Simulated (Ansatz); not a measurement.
# UHF/STO-3G run of SnH3O (SMILES [OH][SnH2])

Aim: the electronic atomisation energy of SnH3O at UHF/STO-3G, from 4 runs. 

Program for the calculation: Ansatz 0.2.0.

28 further runs of the same task are left out: 28 set aside as unsound or not needed. Runs told in other sessions of the task aren't counted.

### Step 1. The structure to begin with

SnH3O has 5 atoms, charge 0, and is taken as a doublet. As SMILES, `[OH][SnH2]`. Geometry: relaxed at PBE0-D4/def2-TZVP. This is one conformer, not always the lowest.

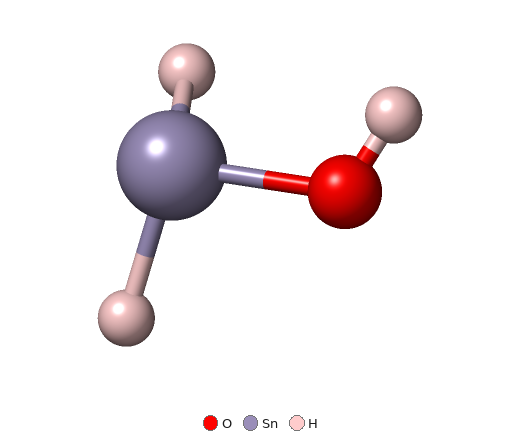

The structure, seen from a chosen angle (oxygen red, tin purple, hydrogen pink).

### Step 2. The energy at UHF/STO-3G

run.yaml

```yaml
crystal:
  periodic: [false, false, false]
  atoms:
    - symbol: O
      position_ang: [0.707400, -0.732900, 0.861900]
    - symbol: Sn
      position_ang: [0.104500, 0.308800, -0.705500]
    - symbol: H
      position_ang: [0.368600, -1.631300, 0.873200]
    - symbol: H
      position_ang: [-1.606800, 0.061300, -0.845900]
    - symbol: H
      position_ang: [0.476300, 1.920400, -0.224900]
basis:
  gaussian:
    orbitals: STO-3G
magnetization:
  spin_polarized: true
  initial_magnetization: 1
hamiltonian:
  xc: hf
accuracy: high
output:
  orbitals: {seedname: orbitals}
```

Command:

```sh
ansatz run run.yaml --threads 1 --pin off --max-ram 2610MiB --events-out events.jsonl --progress --plain --runs-dir runs
```

Log:

```text
Warning: RAYON_NUM_THREADS=1 ignored (pool sized by the plan → 1); use --threads N
Functional definition: HF
  name "HF"
  exchange = exact_x
  correlation = 0
641 factors; integrals over basis functions are off by at most 4.0e-9 eV
mean field evaluation 1: about -164323.2459 eV, gradient 1.4e1 eV
mean field evaluation 2: about -164323.2992 eV, gradient 1.4e1 eV
mean field evaluation 4: about -164325.0291 eV, gradient 1.3e0 eV
mean field evaluation 8: about -164325.0775 eV, gradient 1.1e-3 eV
mean field -164325.07451199 eV, -6038.8351047795 hartree, gradient 3.1e-8 eV, S^2 0.753010; 0 other end points of the search recorded, 0 dependent functions left out
reference -164325.07451199 eV, -6038.8351047795 hartree; 31, 30 occupied and 4, 5 virtual orbitals, 641 factors
Total energy: -164325.07451199 eV, -6038.8351047795 hartree
```

Run time: 0.36 s. Hardware: 1 thread of AMD EPYC 9R45 (Zen 5), shared host; peak memory 0.12 GiB.

### Step 3. The H atom at the same level

input.yaml

```yaml
crystal:
  periodic: [false, false, false]
  atoms:
    - {symbol: H, position_ang: [0.000000, 0.000000, 0.000000]}
basis:
  gaussian:
    orbitals: STO-3G
magnetization:
  spin_polarized: true
  initial_magnetization: 1
hamiltonian:
  xc: hf
accuracy: high
```

Run the same way, it converges to -0.46658 Eh (log not shown).

### Step 4. The O atom at the same level

job.yaml

```yaml
crystal:
  periodic: [false, false, false]
  atoms:
    - {symbol: O, position_ang: [0.000000, 0.000000, 0.000000]}
basis:
  gaussian: {orbitals: STO-3G}
total_charge: 0
magnetization: {spin_polarized: true, initial_magnetization: 2}
hamiltonian: {xc: hf}
accuracy: high
```

Run the same way, it converges to -73.80415 Eh (log not shown).

### Step 5. The Sn atom

input.yaml

```yaml
crystal:
  periodic: [false, false, false]
  atoms:
    - symbol: Sn
      position_ang: [0.000000, 0.000000, 0.000000]
basis:
  gaussian:
    orbitals: STO-3G
magnetization:
  spin_polarized: true
  initial_magnetization: 2
hamiltonian:
  xc: hf
accuracy: high
```

Command:

```sh
ansatz run input.yaml --threads 1 --pin off --max-ram 2610MiB --events-out events.jsonl --progress --plain --runs-dir runs
```

Log:

```text
Warning: RAYON_NUM_THREADS=1 ignored (pool sized by the plan → 1); use --threads N
[... 4 set-up lines as earlier in the session ...]
251 factors; integrals over basis functions are off by at most 4.4e-9 eV
mean field evaluation 1: about -162267.0911 eV, gradient 4.3e-1 eV
mean field evaluation 2: about -162267.1048 eV, gradient 4.3e-1 eV
mean field evaluation 4: about -162267.1053 eV, gradient 2.9e-6 eV
mean field evaluation 8: about -162267.1053 eV, gradient 7.5e-2 eV
mean field evaluation 16: about -162267.1053 eV, gradient 3.9e-9 eV
mean field -162267.10534539 eV, -5963.2061328489 hartree, gradient 3.9e-9 eV, S^2 2.000002; 0 other end points of the search recorded, 0 dependent functions left out
reference -162267.10534539 eV, -5963.2061328489 hartree; 26, 24 occupied and 1, 3 virtual orbitals, 251 factors
Total energy: -162267.10534539 eV, -5963.2061328489 hartree
```

Run time: 0.1 s. Hardware: 1 thread of AMD EPYC 9R45 (Zen 5), shared host.

### Step 6. Outcome

Level: UHF/STO-3G.

| quantity | value |
| --- | --- |
| molecule: total energy | -6038.83510 Eh |
| molecule: HOMO energy (highest over α and β) | -5.55 eV |
| molecule: LUMO energy (lowest over α and β) | 4.82 eV |
| molecule: ⟨S²⟩ | 0.753 |
| H atom: total energy | -0.46658 Eh |
| H atom: ⟨S²⟩ | 0.750 |
| O atom: total energy | -73.80415 Eh |
| O atom: ⟨S²⟩ | 2.000 |
| Sn atom: total energy | -5963.20613 Eh |
| Sn atom: ⟨S²⟩ | 2.000 |
| electronic atomisation energy | 11.567 eV |

What this shows: Taking the molecule apart into free atoms costs 11.57 eV (267 kcal/mol), before zero-point energy and without spin-orbit coupling. Hartree–Fock lacks the correlation of the bonding pairs, which as a rule makes this value much too low; in minimal bases other errors can mask that. In a minimal basis such a difference can be off by several eV, whatever the method. Relativity is left out (molecule) although the molecule holds a heavy atom. Relativity is left out (Sn atom) although the molecule holds a heavy atom.
